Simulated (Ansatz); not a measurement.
# Ga: how well frozen cores do

Aim: solve Ga at one geometry with full-potential LAPW, PAW with frozen cores and all-electron PAW on datasets made for the crystal, and see where they agree.

Computed with Ansatz 0.2.0 (DFT LDA, scalar-relativistic, unless a step's input says otherwise).

## Step 1: The system as given

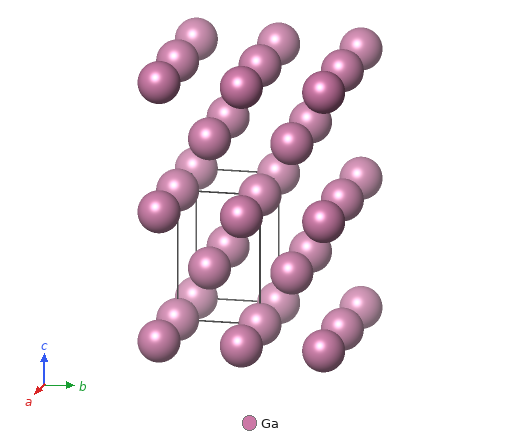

Start, viewed slightly off an axis; gallium pink. 2×2×2 cells are drawn. Atoms on the faces are drawn again on the opposite ones. The cell drawn here is the conventional one.

Coordinates:

```
Ga
1.0
    -1.40400    1.40400    2.22900
     1.40400   -1.40400    2.22900
     1.40400    1.40400   -2.22900
Ga
1
Direct
  0.00000 0.00000 0.00000
```

The cell is a deposited one (Crystallography Open Database entry 9012723); the temperature and pressure of the measurement aren't taken into account, and nothing was relaxed.

## Step 2: Full-potential LAPW

File input.yaml:

```yaml
crystal:
  lattice:
    - [-1.404, 1.404, 2.229]
    - [1.404, -1.404, 2.229]
    - [1.404, 1.404, -2.229]
  atoms:
    - { symbol: Ga, position: [0.0, 0.0, 0.0] }
kpoints:
  mp_grid: { grid: [14, 14, 16] }
  band_path:
    path:
      - [0.0, 0.0, 0.0]
      - [0.0, 0.0, 0.5]
      - [0.25, 0.25, 0.25]
      - [0.0, 0.5, 0.0]
      - [0.0, 0.0, 0.0]
      - [0.5, 0.5, -0.5]
      - [0.3491868475, 0.6508131525, -0.3491868475]
      - [-0.3491868475, 0.3491868475, 0.3491868475]
      - [0.0, 0.0, 0.0]
    npoints: 14
scf:
  occupations: { method: fermi_dirac, width: 0.05 }
hamiltonian:
  xc: lda
  pseudopotentials: { kind: all_electron, lapw: { basis_error: 0.00025 } }
output:
  forces: true
  stress: true
  eigenvalues: true
  populations: true
  dos: { projected: true, de: 0.2, e_range: [-14, 8] }
```

Command:

```bash
$ ansatz run input.yaml --threads 1 --pin off --max-ram 3072MiB --backend cpu --events-out ev --progress --plain --runs-dir out
```

Output:

```text
Warning: crystal.symmetry: narrowed to the stabiliser of the k-point mesh — unitary ops 16 → 4; excluded 12 operations that carry a point of the 14×14×16 mesh (shift [0, 0, 0]) off the mesh (the run samples exactly the mesh kpoints.mp_grid names, as under crystal.symmetry.detect: false, and its converged state has the mesh's symmetry, not the crystal's; ε∞, the Born charges and the force constants of a linear response (`dielectric:` by the response, `phonons.method: dfpt`) are averaged over those of the crystal's operations that the state keeps within a tolerance, where `mesh_tensors`, `unaveraged_element` or `gamma_mean_max_change_ev_ang2` stands beside them; a row that `dielectric.field_direction` solves alone is averaged likewise, with nothing beside; a Γ-centred mesh of equal divisions is mapped onto itself by every operation and keeps the whole group, as does a half-shifted one under kpoints.further_shifts: images)
Ga: projections on atomic orbitals take those of the free atom 1s2 2s2 2p6 3s2 3p6 3d10 4s2 4p1, of charge +0.00 (hamiltonian.pseudopotentials.projection_atoms)
LAPW: plane waves up to 8.392 Å⁻¹, error target 2.5e-4 eV per atom; small_component_spin mean_spin; Ga in spheres of 1.404 Å, 21 of its electrons in bands, Dirac shells []
Engine: ansatz 0.2.0
Pseudopotentials: kind: all_electron
Pseudopotential: Ga, LAPW, valence charge 21, Koelling and Harmon's equation, gaussian nucleus
Functional definition: SPW92
  exchange = slater_x
  correlation = pw_c
Crystal: 1 atoms, lattice volume = 17.575 Å³
Basis set: ecut = 268.3037156602824 eV, 169 PW (Γ), exchange–correlation at level 2
Bands: 15, of which v1, the nominal top of the filled ones, is band 11 counted from 1 (10 counted from 0)
Symmetry: 4 space group operations
k-points: 849 of 3136
Non-local potential: Ga, projectors of the file, none
Initial density: superposition of atomic densities (chi_scale 0.1, normalization cell)
Initial wavefunctions: plane waves of lowest kinetic energy (no species holds an atomic orbital)
Functional: x = slater, c = lda
iter 1 solved again at ethr=3.89e-5 eV; its pass at ethr=1.00e-1 eV (dr2=8.16e-3 eV) is discarded
SCF iter   1: F=—  HF=-52823.919500 eV  |F-HF|=—  |Δ(HF+E_count)|=         —  Δρ=9.10e-3  dr2=8.20e-3  ethr=3.89e-5  ⟨swp⟩=3.2  Hψ=89631  notcnv=0
preconditioner: auto → none  [metal: Δε(μ)=0.034 eV  Ē_g=21.548 eV  σ=0.050 eV  W_gap=0.17  n_scr=8 (ndim 8)  ℏωp=31.9 eV  f_vac=0.000  D(μ)=0.32/eV (n_scr^D=0)  sad-step TF]
SCF iter   2: F=—  HF=-52823.883883 eV  |F-HF|=—  |Δ(HF+E_count)|=   3.56e-2  Δρ=4.80e-3  dr2=2.76e-3  ethr=3.89e-5  ⟨swp⟩=2.0  Hψ=37773  notcnv=0
SCF iter   3: F=—  HF=-52823.876683 eV  |F-HF|=—  |Δ(HF+E_count)|=   7.20e-3  Δρ=2.79e-3  dr2=8.89e-4  ethr=1.31e-5  ⟨swp⟩=2.0  Hψ=36134  notcnv=0
SCF iter   4: F=—  HF=-52823.875669 eV  |F-HF|=—  |Δ(HF+E_count)|=   1.01e-3  Δρ=9.71e-4  dr2=1.11e-4  ethr=4.23e-6  ⟨swp⟩=2.0  Hψ=36140  notcnv=0
iter 5 solved again at ethr=1.30e-8 eV; its pass at ethr=5.28e-7 eV (dr2=2.72e-6 eV) is discarded
SCF iter   5: F=—  HF=-52823.875577 eV  |F-HF|=—  |Δ(HF+E_count)|=   9.17e-5  Δρ=1.51e-4  dr2=2.72e-6  ethr=1.30e-8  ⟨swp⟩=2.0  Hψ=61273  notcnv=0
SCF iter   6: F=-52823.875575 eV  HF=-52823.875575 eV  |F-HF|=1.36e-8  |Δ(HF+E_count)|=   1.88e-6  Δρ=1.20e-5  dr2=1.69e-8  ethr=1.30e-8  ⟨swp⟩=2.0  Hψ=36141  notcnv=0
SCF 1 converged in 6 iterations: F = -52823.875575 eV  dr2 = 1.69e-8
NSCF: frozen V_eff on 113 k-points
SCF converged after 6 iterations
Free energy (F): -52823.875575 eV
Harris-Foulkes:  -52823.875575 eV  (|F-HF|=1.36e-8)
Internal energy: -52823.872827 eV  (E = F + TS)
E sigma→0 (E₀):  -52823.874201 eV
Entropy (-TS):   -0.002748 eV (-2.748 meV/atom)
Fermi energy:    12.569594 eV
--- Per-component energies (eV) ---
  E_band       = -749.742040
  E_kinetic    = 53841.429503
  E_xc         = -1982.200767
  E_electrostatic = -104683.101563  (all electrons and nuclei)
  E_smearing   = -0.002748  (= −TS)
  E_closure    = 0.000000  (closes the sum)
  E_atoms      = -52820.322739  (free atoms, spherical and without spin; not in F)
  Σ components = -52823.875575   (vs F -52823.875575, Δ=0.00e0)
  Basis errors (estimates in eV, not in F): energy 6.3e-5 per atom: plane waves 5.9e-5 (3.0e-5 summed), levels above the bands 1.6e-138, relativity 1.0e-9, radial functions 3.4e-6, core shells 8.2e-12; eigenvalues (radial functions only) 4.2e-6; not estimated: angular momenta, meshes, grids; target (lapw.basis_error) 2.5e-4; muffin-tin radii Ga 1.404 Å
--- Forces (eV/Å), atoms counted from 1 ---
  atom   1  Ga    -0.00000000    -0.00000000     0.00000000
  max |Σ_I F_I| component: 7.40e-32 eV/Å
--- Stress (GPa, compression-positive) ---
       -1.617341      -0.117535       0.104720
       -0.117535      -1.617341       0.104720
        0.104720       0.104720      -1.690002
  P = ⅓ Tr σ = -1.6416 GPa (-16.416 kbar)
--- Band table (eV; the first three rows and the last of 849) ---
  k-point 0: bands = ["-130.3093", "-81.5386", "-81.5227", "-81.5227", "-2.5437", "-2.4093", "-2.4093", "-2.3855", "-2.2467", "0.9547", "25.4312", "25.4313", "25.4399", "28.8632", "29.1553"]
  k-point 1: bands = ["-130.3093", "-81.5387", "-81.5229", "-81.5229", "-2.5283", "-2.4179", "-2.4026", "-2.3803", "-2.2542", "1.1063", "24.3060", "24.5784", "24.9229", "27.2981", "30.2290"]
  k-point 2: bands = ["-130.3092", "-81.5388", "-81.5236", "-81.5233", "-2.4840", "-2.4424", "-2.3833", "-2.3690", "-2.2750", "1.5639", "22.5151", "23.0124", "23.7725", "25.5592", "30.9421"]
  k-point 848: bands = ["-130.3089", "-81.5426", "-81.5240", "-81.5240", "-2.6859", "-2.6012", "-2.1805", "-2.1715", "-2.1714", "8.6520", "8.9160", "19.0672", "19.0672", "22.4218", "23.2027"]
--- Löwdin populations: 1 site ---
  site symbol       q [e]
     0     Ga     30.9840
  spilling = 0.000515 (of n_electrons = 31.000000)
```

It took 51 s on 1 thread of Arm Neoverse V2, shared host; peak memory 0.84 GiB.

This run gives: pressure -1.64 GPa; no gap.

Levels at the path's labelled points, in eV from the Fermi level:

| point | band 8 | band 9 | band 10 | band 11 | band 12 | band 13 | band 14 |
| --- | --- | --- | --- | --- | --- | --- | --- |
| Γ | -14.96 | -14.82 | -11.61 | 12.86 | 12.86 | 12.87 | 16.29 |
| X | -14.78 | -14.67 | -2.25 | -1.43 | 4.09 | 5.01 | 8.26 |
| P | -14.84 | -14.67 | -0.75 | -0.15 | -0.15 | 2.06 | 14.38 |
| N | -14.78 | -14.74 | -5.04 | -4.26 | 8.65 | 11.78 | 12.83 |
| Γ | -14.96 | -14.82 | -11.61 | 12.86 | 12.86 | 12.87 | 16.29 |
| M | -14.74 | -14.74 | -3.92 | -3.65 | 6.50 | 6.50 | 9.85 |
| S | -14.84 | -14.78 | -2.92 | -1.67 | -1.17 | 8.36 | 11.67 |
| S0 | -14.84 | -14.78 | -2.92 | -1.67 | -1.17 | 8.36 | 11.67 |
| Γ | -14.96 | -14.82 | -11.61 | 12.86 | 12.86 | 12.87 | 16.29 |

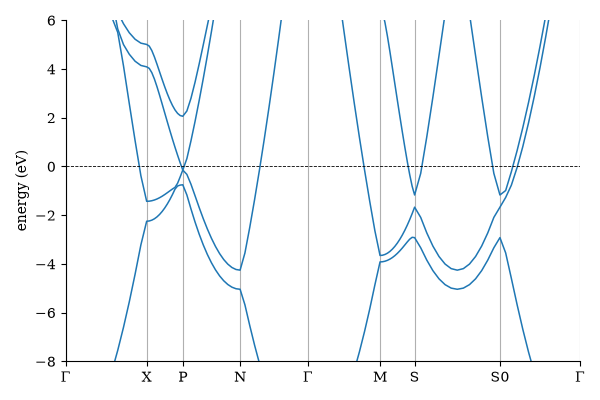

Bands along the path, counted from its Fermi level.

States per cell, counted by energy window (eV from the Fermi level, on a grid of 0.20 eV):

| from | to | total | Ga 4p | Ga 4s |
| --- | --- | --- | --- | --- |
| -10 | -9 | 0.16 | 0.09 | 0.07 |
| -9 | -8 | 0.19 | 0.11 | 0.08 |
| -8 | -7 | 0.23 | 0.12 | 0.10 |
| -7 | -6 | 0.26 | 0.14 | 0.12 |
| -6 | -5 | 0.31 | 0.15 | 0.15 |
| -5 | -4 | 0.31 | 0.14 | 0.17 |
| -4 | -3 | 0.30 | 0.15 | 0.15 |
| -3 | -2 | 0.32 | 0.20 | 0.11 |
| -2 | -1 | 0.34 | 0.25 | 0.09 |
| -1 | 0 | 0.42 | 0.28 | 0.13 |
| 0 | 1 | 0.37 | 0.25 | 0.11 |
| 1 | 2 | 0.42 | 0.29 | 0.11 |
| 2 | 3 | 0.43 | 0.31 | 0.10 |
| 3 | 4 | 0.47 | 0.35 | 0.09 |
| 4 | 5 | 0.52 | 0.41 | 0.07 |

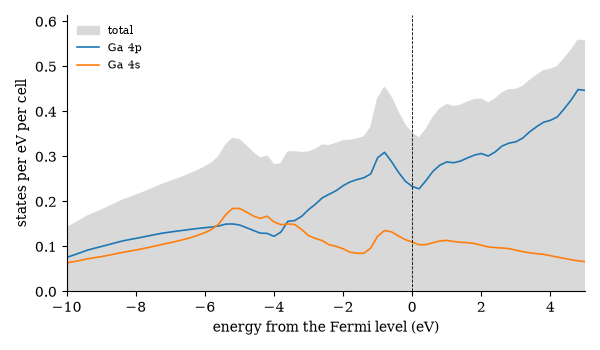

Density of states, total and projected.

## Step 3: PAW with frozen cores

input.yaml, as its differences from that of step 2:

```diff
@@ -25,3 +25,3 @@
   xc: lda
-  pseudopotentials: { kind: all_electron, lapw: { basis_error: 0.00025 } }
+  pseudopotentials: { kind: paw }
 output:
@@ -30,3 +30,9 @@
   eigenvalues: true
+  efg: { contact_densities: true }
   populations: true
+  bader: true
   dos: { projected: true, de: 0.2, e_range: [-14, 8] }
+  write_density: true
+  write_potential: true
+  elf: true
+  volumetric_format: npy
```

Command:

```bash
$ ansatz run input.yaml --threads 1 --pin off --max-ram 3072MiB --backend cpu --events-out ev --progress --plain --runs-dir out
```

Output (excerpt; [...] marks lines left out):

```text
Warning: crystal.symmetry: narrowed to the stabiliser of the k-point mesh — unitary ops 16 → 4; excluded 12 operations that carry a point of the 14×14×16 mesh (shift [0, 0, 0]) off the mesh (the run samples exactly the mesh kpoints.mp_grid names, as under crystal.symmetry.detect: false, [...]
Pseudopotentials: kind: paw
Pseudopotential: Ga, paw, valence charge 13, recommended cutoff 420 eV (normal)
[... 1 set-up line as earlier in the session ...]
[...]
Crystal: 1 atoms, lattice volume = 17.575 Å³
Basis set: ecut = 420 eV, 339 PW (Γ)
Bands: 11, of which v1, the nominal top of the filled ones, is band 7 counted from 1 (6 counted from 0)
[... 1 set-up line as earlier in the session ...]
k-points: 849 of 3136
[...]
SCF iter   1: F=—  HF=-3706.935452 eV  |F-HF|=—  |Δ(HF+E_count)|=         —  Δρ=5.82e-3  dr2=2.04e-3  ethr=1.77e-3  ⟨swp⟩=5.2  Hψ=56430  notcnv=0
[...]
SCF iter   6: F=-3706.934524 eV  HF=-3706.934524 eV  |F-HF|=1.04e-10  |Δ(HF+E_count)|=   2.15e-9  Δρ=1.80e-6  dr2=2.10e-10  ethr=3.33e-11  ⟨swp⟩=5.0  Hψ=47011  notcnv=0
[...]
E sigma→0 (E₀):  -3706.933152 eV
Entropy (-TS):   -0.002744 eV (-2.744 meV/atom)
Fermi energy:    10.355956 eV
[...]
--- Forces (eV/Å), atoms counted from 1 ---
  atom   1  Ga     0.00000000    -0.00000000     0.00000000
[...]
--- Stress (GPa, compression-positive) ---
       -1.660628      -0.116370       0.104357
       -0.116370      -1.660628       0.104357
        0.104357       0.104357      -1.733891
  P = ⅓ Tr σ = -1.6850 GPa (-16.850 kbar)
--- PAW observables at the nuclei: V_zz in 10²¹ V/m², potentials from the cell's mean, atoms counted from 1 ---
  atom   1  Ga V_zz =    +2.157936   η = 0.0255   by run symmetry: allowed
            electrostatic potential = -4134.085535 V   contact ρ = 186495.918196 e/Å³
--- Band table (eV; the first three rows and the last of 849) ---
  k-point 0: bands = ["-4.7725", "-4.6388", "-4.6388", "-4.6152", "-4.4760", "-1.2560", "23.2131", "23.2132", "23.2219", "26.6500", "26.9350"]
[...]
--- Löwdin populations: 1 site ---
  site symbol       q [e]
     0     Ga     12.9785
  spilling = 0.001651 (of n_electrons = 13.000000)
--- Bader charges: 1 site ---
  site symbol  charge [e]  shift [e]
     0     Ga      0.0000     0.0000
  estimated error of the sums over rays = 2.7e-7 e
```

It took 15 s on 1 thread of Arm Neoverse V2, shared host; peak memory 0.46 GiB.

In short: pressure -1.69 GPa; no gap; Vzz Ga 2.2 (10²¹ V/m²).

The fields are shown in the conventional cell of this run's space group, carried over from its grid by interpolation.

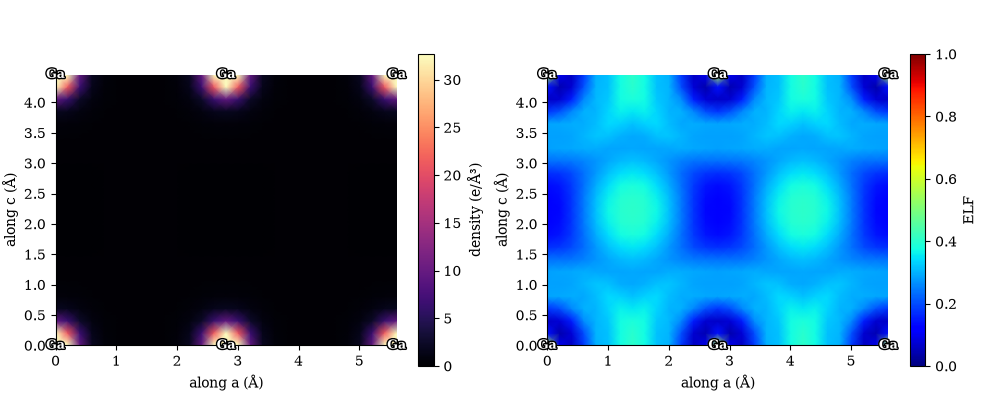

Density (left) and ELF (right) in a lattice plane of the grid's cell (edges 2.81 and 4.46 Å, at 0.000 of the third edge), which holds Ga. Only atoms in the plane are labelled; the density scale stops at 32.70 e/Å³. Both are smooth fields of the valence electrons: close to the nuclei they are not physical.

## Step 4: All-electron PAW on datasets made for the crystal

input.yaml, as its differences from that of step 3:

```diff
@@ -20,3 +20,3 @@
       - [0.0, 0.0, 0.0]
-    npoints: 14
+    npoints: 8
 scf:
@@ -25,3 +25,3 @@
   xc: lda
-  pseudopotentials: { kind: paw }
+  pseudopotentials: { kind: all_electron, datasets: crystal }
 output:
@@ -31,8 +31 @@
   efg: { contact_densities: true }
-  populations: true
-  bader: true
-  dos: { projected: true, de: 0.2, e_range: [-14, 8] }
-  write_density: true
-  write_potential: true
-  elf: true
-  volumetric_format: npy
```

Command:

```bash
$ ansatz run input.yaml --threads 1 --pin off --max-ram 3072MiB --backend cpu --events-out ev --progress --plain --runs-dir out
```

Output (excerpt; [...] marks lines left out):

```text
Warning: crystal.symmetry: narrowed to the stabiliser of the k-point mesh — unitary ops 16 → 4; excluded 12 operations that carry a point of the 14×14×16 mesh (shift [0, 0, 0]) off the mesh (the run samples exactly the mesh kpoints.mp_grid names, as under crystal.symmetry.detect: false, [...]
[... 1 set-up line as earlier in the session ...]
Pseudopotential: Ga, paw, valence charge 13, recommended cutoff 240 eV (normal), Koelling and Harmon's equation, gaussian nucleus
[... 1 set-up line as earlier in the session ...]
[...]
Crystal: 1 atoms, lattice volume = 17.575 Å³
Basis set: ecut = 240 eV, 153 PW (Γ)
Bands: 11, of which v1, the nominal top of the filled ones, is band 7 counted from 1 (6 counted from 0)
[... 1 set-up line as earlier in the session ...]
k-points: 849 of 3136
[...]
SCF iter   1: F=—  HF=-52823.888406 eV  |F-HF|=—  |Δ(HF+E_count)|=         —  Δρ=1.60e-2  dr2=4.78e-2  ethr=3.67e-4  ⟨swp⟩=3.5  Hψ=53534  notcnv=0
[...]
Past the cutoffs: a stress includes 0.0015 GPa for waves and charges beyond them, in addition to the slope of what the spheres take
In the spheres:  the bands' charges fall short by 9.7e-6 e at most (sound up to 1e-3)
Fermi energy:    12.569537 eV
[...]
  The terms above E_closure are by the made datasets' own strengths, without shells solved beside the bands.
--- Forces (eV/Å), atoms counted from 1 ---
  atom   1  Ga    -0.00000000    -0.00000000     0.00000000
[...]
--- Stress (GPa, compression-positive) ---
       -1.616111      -0.117491       0.104721
       -0.117491      -1.616111       0.104721
        0.104721       0.104721      -1.689606
  P = ⅓ Tr σ = -1.6406 GPa (-16.406 kbar)
--- PAW observables at the nuclei: V_zz in 10²¹ V/m², potentials from the cell's mean, atoms counted from 1 ---
  atom   1  Ga V_zz =    +2.152253   η = 0.0271   by run symmetry: allowed
            electrostatic potential = -4130.659738 V   contact ρ = 186562.536992 e/Å³
--- Band table (eV; the first three rows and the last of 849) ---
  k-point 0: bands = ["-2.5443", "-2.4094", "-2.4094", "-2.3854", "-2.2474", "0.9546", "25.4311", "25.4312", "25.4399"]
[...]
```

Run time: 35 s. Hardware: 1 thread of Arm Neoverse V2, shared host; peak memory 0.61 GiB.

In short: pressure -1.64 GPa; no gap; Vzz Ga 2.2 (10²¹ V/m²).

| atom | contact density (e/Å³) |
| --- | --- |
| Ga | 186562.5 |

## Step 5: Side by side

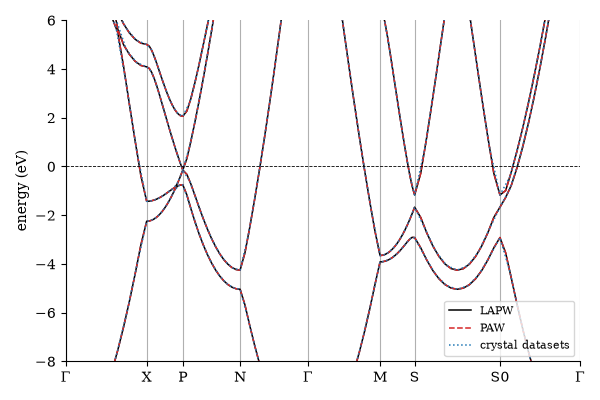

Bands of 3 runs (LAPW; PAW; crystal datasets) drawn together, counted from each run's Fermi level.

```
          method  pressure (GPa)  Vzz Ga (10²¹ V/m²)  SCF cycles, all passes
            LAPW           -1.64                   –                       6
             PAW           -1.69                2.16                       6
crystal datasets           -1.64                2.15                       9
```

## Step 6: Outcome

| quantity | value |
| --- | --- |
| pressure | LAPW -1.64, PAW -1.69, crystal datasets -1.64 GPa |
| gap (LAPW) | none |

At this geometry the cell is under tension of 1.6 GPa, so it would shrink if let go. With 21 electrons in the bands of a cell, and no spin, a band must be partly filled: it is a metal at this level. Ga 4p carries the largest share, 68 %, of the projected states within 0.3 eV of the Fermi level. The projection holds only the free atom's occupied shells (Ga 4s, Ga 4p in this range). The field gradient at Ga, the largest by crystal datasets, is 2.16 by PAW and 2.15 by crystal datasets (10²¹ V/m²), within 5 %. In pressure, PAW differs from LAPW by -0.04 GPa. The price, with the outputs that each input asks for: 51 s for LAPW against 15 s for PAW, about 3 to one. The k mesh doesn't keep the crystal's whole symmetry, which leaves small spurious terms.
